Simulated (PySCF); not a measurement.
```yaml
atoms:
  - { symbol: C, position_ang: [-1.4632, -0.8909, -0.1452] }
  - { symbol: O, position_ang: [-0.1835, -0.6022, 0.3432] }
  - { symbol: Si, position_ang: [0.7595, 0.6629, -0.1639] }
  - { symbol: O, position_ang: [0.0980, 2.1423, 0.2047] }
  - { symbol: P, position_ang: [2.6281, 0.4447, 1.0486] }
  - { symbol: H, position_ang: [-1.4725, -1.0080, -1.2457] }
  - { symbol: H, position_ang: [-1.8086, -1.8374, 0.2970] }
  - { symbol: H, position_ang: [-2.1908, -0.1038, 0.1228] }
  - { symbol: H, position_ang: [0.9101, 0.5825, -1.6542] }
  - { symbol: H, position_ang: [-0.3831, 2.5940, -0.4936] }
  - { symbol: H, position_ang: [3.3822, 1.2930, 0.1789] }
  - { symbol: H, position_ang: [3.0088, -0.7481, 0.3594] }
```

Geometry: PBE0-D3(BJ)/def2-SVP.

All numbers below come from CAM-B3LYP/def2-SVPD, SCF density, gas phase in PySCF.

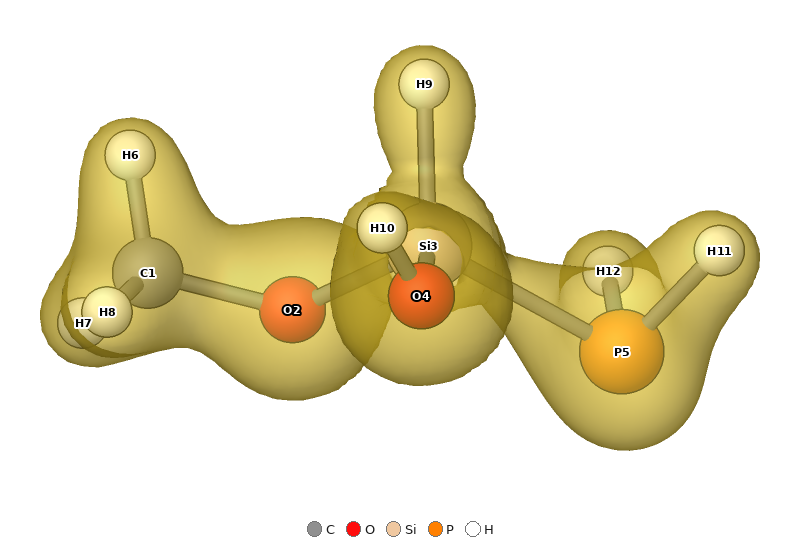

CH7O2PSi. Isosurface of the total electron density at 0.6 e/Å³ (yellow), seen from one side.

**Which contacts does the surface bridge?**

At this value the surface is in one piece. It bridges the sampled C–O (1.40 Å), Si–O (1.66 Å), Si–P (2.24 Å) and O–H (0.96 Å) contacts, where the density stays above the isovalue. On the grid the lowest density along these lines, outside the cores, is 1.7 e/Å³ (C–O, 1.40 Å), 0.93 e/Å³ (Si–O, 1.66 Å), 0.68 e/Å³ (Si–P, 2.24 Å) and 2.4 e/Å³ (O–H, 0.96 Å).
